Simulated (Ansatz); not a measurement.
CH9BSi: nudged elastic band (part 2 of 2)

The same run, continued: CH9BSi; RKS PBE0/def2-SVP (Ansatz 0.2.0). It belongs to a series of runs on one base structure; here: band between the two ends.

Geometry of the input (Å):
```
B  -0.4148  -0.3072  0.6730
C  0.2169  0.4923  1.9042
H  -0.5512  0.8591  2.6019
H  0.9463  -0.0907  2.4886
H  0.7483  1.3783  1.5214
H  0.4237  -0.8111  -0.0957
H  -1.2720  0.1834  -0.0336
Si -0.1953  -2.4915  0.6668
H  -0.3747  -2.8979  -0.7524
H  1.1929  -2.6238  1.1852
H  -1.0411  -3.4182  1.4961
H  -1.1766  -1.2674  1.1558
```

### Log, continued
```
NEB iter  44: max|band force component| = 1.221e-1 eV/Å  barrier→ = 2.8201 eV  barrier← = 2.3230 eV  CI = image 5  Δτ_max = 0.0495 Å  (144 SCF iters)
NEB iter  45: max|band force component| = 1.668e-1 eV/Å  barrier→ = 2.8201 eV  barrier← = 2.3230 eV  CI = image 5  Δτ_max = 0.0247 Å  (143 SCF iters)
NEB iter  46: max|band force component| = 9.496e-2 eV/Å  barrier→ = 2.8201 eV  barrier← = 2.3230 eV  CI = image 5  Δτ_max = 0.0491 Å  (129 SCF iters)
NEB iter  47: max|band force component| = 5.151e-2 eV/Å  barrier→ = 2.8201 eV  barrier← = 2.3230 eV  CI = image 5  Δτ_max = 0.0071 Å  (132 SCF iters)
NEB iter  48: max|band force component| = 3.319e-2 eV/Å  barrier→ = 2.8201 eV  barrier← = 2.3230 eV  CI = image 5  Δτ_max = 0.0057 Å  (121 SCF iters)
the calculation of the forces begins
reference -9726.18478428 eV, -357.4306981775 hartree; 17, 17 occupied and 74, 74 virtual orbitals, 995 factors
995 factors; integrals over basis functions are off by at most 1.5e-3 eV
mean field -9724.17341496 eV, -357.3567817181 hartree, gradient 1.5e-5 eV, S^2 0.000000; 1 other end points of the search recorded, 0 dependent functions left out
the calculation of the forces begins
reference -9724.17344365 eV, -357.3567827725 hartree; 17, 17 occupied and 74, 74 virtual orbitals, 995 factors
NEB iter  49: max|band force component| = 1.723e-2 eV/Å  barrier→ = 2.8201 eV  barrier← = 2.3230 eV  CI = image 5  Δτ_max = 0.0000 Å  (291 SCF iters)
```

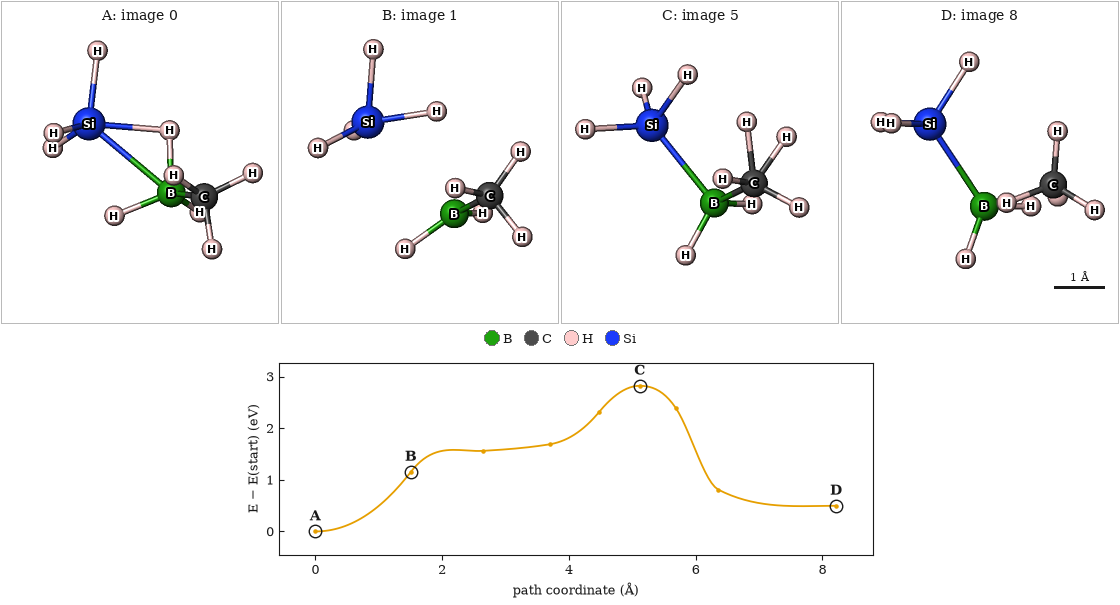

Fig. 1: Images of the last band (counted from 0; ball-and-stick, seen at a tilt) above the energy along the path; the line is a cubic interpolation that uses the forces. The highest image is number 5, 2.820 eV above the start and 2.323 eV above the end (the climbing image); the end lies 0.497 eV above the start. The path is 8.21 Å long. The band converged in 49 iterations.

```
Total energy: -9724.17344365 eV, -357.3567827725 hartree
Atom 0 at    -0.037061    -0.348861     0.165336 Å, force     0.000002    -0.000023    -0.000090 eV/Å
Atom 1 at     0.027596     0.178592     1.715770 Å, force    -0.000099     0.000248     0.000270 eV/Å
Atom 2 at    -1.052983    -0.048902     2.163953 Å, force     0.000032    -0.000036    -0.000104 eV/Å
Atom 3 at     0.897757    -0.191082     2.302288 Å, force     0.000005    -0.000057    -0.000075 eV/Å
Atom 4 at    -0.076820     1.227380     2.058014 Å, force     0.000025     0.000003    -0.000055 eV/Å
Atom 5 at     0.980410    -0.009869    -0.419397 Å, force     0.000007    -0.000009     0.000007 eV/Å
Atom 6 at    -1.056777     0.055593    -0.377668 Å, force     0.000011    -0.000001    -0.000008 eV/Å
Atom 7 at    -0.132567    -2.347316     0.479643 Å, force     0.000024     0.000018    -0.000023 eV/Å
Atom 8 at    -1.132830    -3.219931    -0.220281 Å, force    -0.000012    -0.000001     0.000019 eV/Å
Atom 9 at     1.139417    -3.147048     0.554954 Å, force    -0.000017    -0.000008    -0.000003 eV/Å
Atom 10 at    -0.600219    -2.384795     1.971411 Å, force    -0.000007    -0.000029     0.000043 eV/Å
Atom 11 at    -0.453421    -0.758556     2.417478 Å, force     0.000030    -0.000105     0.000019 eV/Å
Dipole moment:    -0.110640     0.436060     0.979303 e Å
this run last wrote the band of iteration 49 to [file]
```

### The last band as extended XYZ (Å, eV, eV/Å)
```
12
Properties=species:S:1:pos:R:3:forces:R:3 image=0 energy=-9726.99350
B    -0.4148   -0.3072    0.6730    0.0095   0.0066  -0.0072
C     0.2169    0.4923    1.9042   -0.0047  -0.0189  -0.0154
H    -0.5512    0.8591    2.6019   -0.0154   0.0055   0.0091
H     0.9463   -0.0907    2.4886    0.0128  -0.0050   0.0067
H     0.7483    1.3783    1.5214    0.0034   0.0109  -0.0050
H     0.4237   -0.8111   -0.0957   -0.0123   0.0044   0.0070
H    -1.2720    0.1834   -0.0336    0.0015   0.0026  -0.0017
Si   -0.1953   -2.4915    0.6668    0.0264  -0.0013  -0.0019
H    -0.3747   -2.8979   -0.7524   -0.0058   0.0049   0.0046
H     1.1929   -2.6238    1.1852    0.0009  -0.0077   0.0000
H    -1.0411   -3.4182    1.4961   -0.0097   0.0172  -0.0003
H    -1.1766   -1.2674    1.1558   -0.0066  -0.0191   0.0041
12
Properties=species:S:1:pos:R:3:forces:R:3 image=1 energy=-9725.83949
B    -0.1023   -0.0321    0.4261   -0.0416   0.2548   0.1520
C     0.1354    0.5247    1.8772    0.0074   0.1347   0.0645
H    -0.7581    0.4152    2.5085    0.0063   0.1788   0.0839
H     0.9873    0.0552    2.3940    0.0037   0.0713  -0.0118
H     0.3504    1.6032    1.7998    0.0526   0.1166   0.0154
H     0.8608   -0.3324   -0.2718   -0.1553  -0.4225   0.2109
H    -1.1149    0.1923   -0.2012   -0.1525  -0.0903   0.1709
Si   -0.2732   -2.5988    0.6891   -0.4640  -1.1888   0.8472
H    -0.9200   -2.9731   -0.5813   -0.0449   0.1876  -0.2171
H     1.1715   -2.8600    0.7891    0.2514   0.1983  -0.0537
H    -0.9155   -3.3897    1.8061    0.1700  -0.9183  -0.3102
H    -0.9190   -1.5994    1.5759    0.3669   1.4778  -0.9519
12
Properties=species:S:1:pos:R:3:forces:R:3 image=2 energy=-9725.43327
B    -0.1197   -0.1580    0.3524   -0.0218  -0.0017   0.0167
C     0.1258    0.4903    1.8143    0.0046   0.0253   0.0033
H    -0.7593    0.3544    2.4613    0.0222   0.0388   0.0155
H     0.9912    0.0739    2.3568    0.0224   0.0307  -0.0070
H     0.2868    1.5770    1.7359    0.0307   0.0240  -0.0176
H     0.8843   -0.1603   -0.4005   -0.0135  -0.0322  -0.0065
H    -1.1064    0.1864   -0.2787   -0.0144   0.0037   0.0144
Si   -0.0662   -2.1094    0.3527    0.0014   0.0115   0.0004
H    -0.8872   -3.0986   -0.4289    0.0332   0.0018  -0.0344
H     1.1043   -2.9237    0.8252    0.0042   0.0206   0.0256
H    -0.9245   -3.0035    1.9970   -0.0253  -0.0626  -0.0086
H    -1.0267   -2.2232    2.0238   -0.0438  -0.0598  -0.0018
12
Properties=species:S:1:pos:R:3:forces:R:3 image=3 energy=-9725.30670
B    -0.0282   -0.1945    0.2226   -0.0031   0.0219   0.0110
C     0.0169    0.3338    1.7709    0.0050   0.0353   0.0060
H    -0.9127    0.0927    2.3248    0.0245   0.0449   0.0325
H     0.8659   -0.0558    2.3604    0.0061   0.0416   0.0063
H     0.0935    1.4317    1.8029    0.0343   0.0429  -0.0573
H     0.9981    0.0273   -0.4167   -0.0046   0.0070  -0.0021
H    -1.0387    0.1082   -0.3985   -0.0033   0.0069   0.0001
Si   -0.0629   -2.1786    0.3205    0.0090   0.0207  -0.0137
H    -1.1260   -3.1557   -0.1065    0.0049   0.0092   0.0207
H     1.0731   -3.0799    0.7226   -0.0066   0.0182   0.0322
H    -0.7137   -2.5579    2.1221   -0.0280  -0.1063   0.0139
H    -0.6628   -1.7659    2.0863   -0.0382  -0.1423  -0.0496
12
Properties=species:S:1:pos:R:3:forces:R:3 image=4 energy=-9724.68359
B    -0.0361   -0.2783    0.1785    0.0096   0.2072   0.0385
C     0.0112    0.2213    1.7355   -0.0794   0.1312   0.0580
H    -0.9751   -0.0490    2.2228    0.1953  -0.0126   0.1541
H     0.8679   -0.1811    2.3123   -0.1231   0.0511   0.0462
H    -0.0103    1.2965    1.9718    0.1418   0.2086  -0.2608
H     0.9832   -0.0091   -0.4423    0.0201   0.0166  -0.0503
H    -1.0605    0.0673   -0.3925   -0.0014   0.0138  -0.0640
Si   -0.1041   -2.2563    0.3819    0.1196   0.2668  -0.2846
H    -1.1607   -3.2024   -0.1328   -0.0192   0.0301   0.2474
H     1.0925   -3.1432    0.6125   -0.0908   0.0312   0.2002
H    -0.5958   -2.1873    2.0979    0.0215   0.5784   0.3699
H    -0.5098   -1.2732    2.2659   -0.1940  -1.5226  -0.4546
12
Properties=species:S:1:pos:R:3:forces:R:3 image=5 energy=-9724.17341
B    -0.0371   -0.3489    0.1653    0.0000   0.0000  -0.0001
C     0.0276    0.1786    1.7158   -0.0001   0.0002   0.0003
H    -1.0530   -0.0489    2.1640    0.0000   0.0000  -0.0001
H     0.8978   -0.1911    2.3023    0.0000  -0.0001  -0.0001
H    -0.0768    1.2274    2.0580    0.0000   0.0000  -0.0001
H     0.9804   -0.0099   -0.4194    0.0000   0.0000   0.0000
H    -1.0568    0.0556   -0.3777    0.0000   0.0000   0.0000
Si   -0.1326   -2.3473    0.4796    0.0000   0.0000   0.0000
H    -1.1328   -3.2199   -0.2203    0.0000   0.0000   0.0000
H     1.1394   -3.1470    0.5550    0.0000   0.0000   0.0000
H    -0.6002   -2.3848    1.9714    0.0000   0.0000   0.0000
H    -0.4534   -0.7586    2.4175    0.0000  -0.0001   0.0000
12
Properties=species:S:1:pos:R:3:forces:R:3 image=6 energy=-9724.60553
B    -0.0481   -0.3714    0.1653   -0.0886  -0.0964  -0.0160
C    -0.0248    0.1962    1.8715   -0.1341   0.0721   0.5236
H    -1.0764   -0.1618    1.7947   -0.0066  -0.3706  -1.2635
H     0.9194   -0.2731    2.1669    0.1609  -0.2790  -0.5540
H    -0.0815    1.2487    2.1529    0.0673   0.0923   0.2962
H     0.9862    0.0225   -0.3478   -0.0608   0.0774   0.1689
H    -1.0474    0.0602   -0.3826   -0.0462   0.0009   0.0225
Si   -0.1299   -2.3697    0.4939   -0.0421  -0.0895   0.0753
H    -1.1029   -3.2154   -0.2679    0.0015   0.0040  -0.0674
H     1.1626   -3.1337    0.5517    0.0274   0.0251  -0.0512
H    -0.6196   -2.4451    1.9451   -0.0286  -0.1928  -0.0380
H    -0.4350   -0.5523    2.6677    0.1499   0.7564   0.9035
12
Properties=species:S:1:pos:R:3:forces:R:3 image=7 energy=-9726.18476
B    -0.0740   -0.4670    0.0632   -0.0780  -0.2001  -0.2097
C    -0.0915    0.1743    2.1401   -0.0880  -0.0309   0.5005
H    -0.9111   -0.0751    1.4217    0.3551   0.1890  -0.6993
H     0.9210   -0.2163    2.0195    0.0510   0.1167  -0.3340
H    -0.1023    1.2573    2.2864    0.0223   0.0333   0.2244
H     0.9706    0.0672   -0.2363   -0.0727   0.0534   0.1598
H    -1.0658    0.0463   -0.4077   -0.0798  -0.0404  -0.0301
Si   -0.1295   -2.4401    0.4957   -0.0353  -0.1455   0.0259
H    -1.0612   -3.2412   -0.3535    0.0073  -0.0614  -0.0947
H     1.2014   -3.1266    0.5230    0.0338  -0.0073  -0.0697
H    -0.6496   -2.5449    1.9056   -0.0417  -0.1751  -0.0344
H    -0.5056   -0.4285    2.9538   -0.0738   0.2682   0.5613
12
Properties=species:S:1:pos:R:3:forces:R:3 image=8 energy=-9726.49643
B    -0.3261   -0.6526   -0.1736   -0.0032   0.0020   0.0122
C     0.1088    0.3320    2.3429    0.0135   0.0086   0.0089
H    -0.5378    0.4032    1.4420   -0.0059  -0.0060   0.0003
H     1.1225    0.0033    2.0850   -0.0103   0.0024   0.0070
H     0.1464    1.3436    2.7707    0.0019  -0.0121  -0.0068
H     0.6618   -0.0856   -0.5768    0.0025   0.0005  -0.0017
H    -1.3949   -0.1164   -0.3621    0.0001  -0.0023  -0.0019
Si   -0.2446   -2.5646    0.4612    0.0021  -0.0097  -0.0043
H    -0.3811   -3.4388   -0.7527   -0.0023   0.0033  -0.0053
H     1.0517   -2.9221    1.1216   -0.0002   0.0030   0.0023
H    -1.3542   -2.9302    1.3989    0.0015   0.0035   0.0031
H    -0.3499   -0.3665    3.0544    0.0002   0.0066  -0.0139
```
